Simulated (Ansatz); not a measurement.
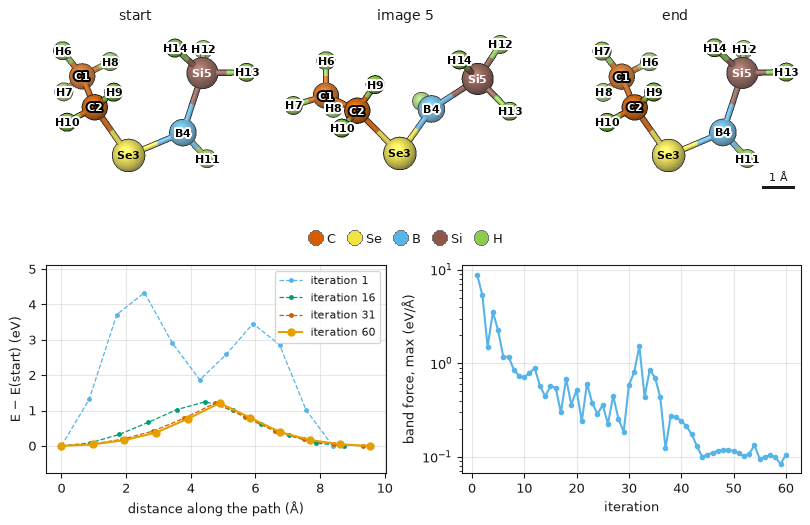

A search for the minimum-energy path of C2H9BSeSi by the nudged elastic band. Images are numbered from 0 (start) to 10 (end). The plot follows the band through its iterations. Style: ball-and-stick. Shown face on.

Method: RKS PBE-D4/def2-SVP in Ansatz. Set-up: 9 movable images; climbing image; force threshold 0.05 eV/Å; iteration limit 60; optimiser FIRE; starting path through a guess of the saddle point.

### Judge this run.

The result isn't final. The band hadn't converged when the run stopped after 60 iterations. The largest component of the band force went from 8.9 to 0.11 eV/Å. The barrier read from it is provisional, though the highest image hardly moved in the last two iterations. The first iteration put the highest image at 4.33 eV. The two ends have the same energy, and the highest point, image 5, lies 1.21 eV above the start.
